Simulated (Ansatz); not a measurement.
CH₂AlBrF (SMILES F[CH2][Al+][Br]) (charge +1)

Input file:

```
crystal:
  periodic: [false, false, false]
  atoms:
    - {symbol: C, position_ang: [-1.473370, -2.868461, 0.404176]}
    - {symbol: Al, position_ang: [-1.749967, -0.907156, 0.672553]}
    - {symbol: Br, position_ang: [-2.049941, 1.212737, 1.038036]}
    - {symbol: F, position_ang: [-1.422155, -3.425189, 1.645861]}
    - {symbol: H, position_ang: [-0.529027, -3.025171, -0.147636]}
    - {symbol: H, position_ang: [-2.316507, -3.272345, -0.184764]}
basis:
  gaussian: {orbitals: def2-TZVPD}
total_charge: 1
output: {forces: true, orbitals: {seedname: orbitals}}
hamiltonian: {xc: {name: PBE0}}
```

Run with:

```sh
ansatz run input.yaml --threads 2 --pin off --max-ram 4350MiB --events-out events.jsonl --progress --plain --runs-dir runs
```

Geometry: B3LYP-D3(BJ)/def2-SVP.

All numbers below come from Ansatz, isolated molecule in a Gaussian basis; Kohn-Sham density functional theory, functional PBE0.

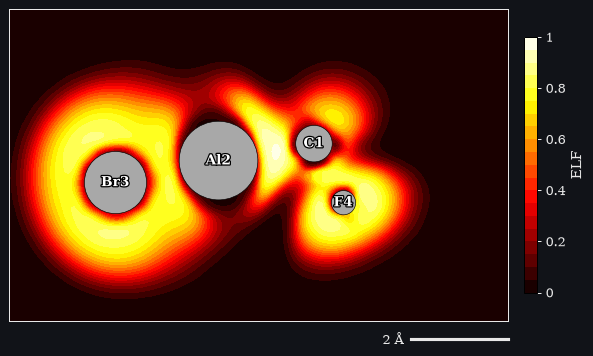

Figure 1. ELF on the plane of atoms Al2, C1 and F4. Grey discs cover the atomic cores.

Q: Interpret the plot.

A:
- Atoms in the plane: C, Al, Br and F.
- C–F (1.36 Å): the ELF peaks at about 0.80 between the atoms: a shared but strongly polarised pair.
- C–Al (2.00 Å): the ELF peaks at about 0.95 between the atoms (a shared but strongly polarised pair).
- Al–Br (2.17 Å): the ELF peaks at about 0.80 in the valence shell of Br, 1.1 Å from its nucleus, and is about 0.80 at the midpoint.
- The ELF also peaks beside Br3 and F4, away from the bonds: lone-pair regions.

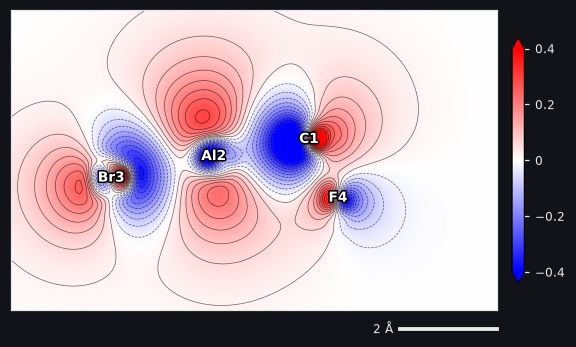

Figure 2. The LUMO on the plane of atoms Al2, C1 and F4 (values in Å⁻³ᐟ²; the overall sign is arbitrary).

Q: Where does this orbital lie, and at what energy?

A: By Hirshfeld shares it lies mainly on Al2 (about 55 %), Br3 (about 20 %) and C1 (about 20 %). Its energy is −7.80 eV.

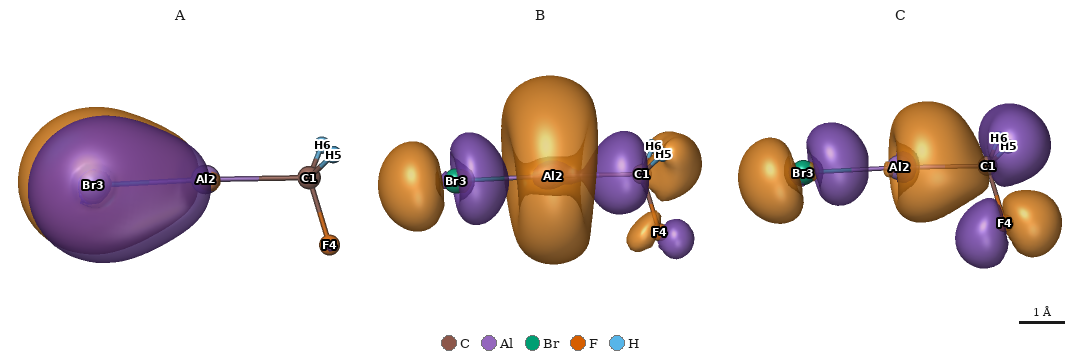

Figure 3. Three frontier orbitals at ±0.08 Å⁻³ᐟ² (orange and purple are the two phases), in no order.

Q: Which picture is the HOMO−1, the HOMO and the LUMO?

A: A is the HOMO−1 (−14.61 eV). It lies mainly on Br3 (about 90 %); largely a lone pair of Br3. C is the HOMO (−14.30 eV). Its weight (Hirshfeld) is mainly on F4 (about 30 %), C1 (about 30 %), Al2 (about 20 %) and Br3 (about 15 %). B is the LUMO (−7.80 eV). By Hirshfeld shares it lies mainly on Al2 (about 55 %), Br3 (about 20 %) and C1 (about 20 %).

Q: What is the HOMO–LUMO gap?

A: 6.50 eV between the orbital energies.
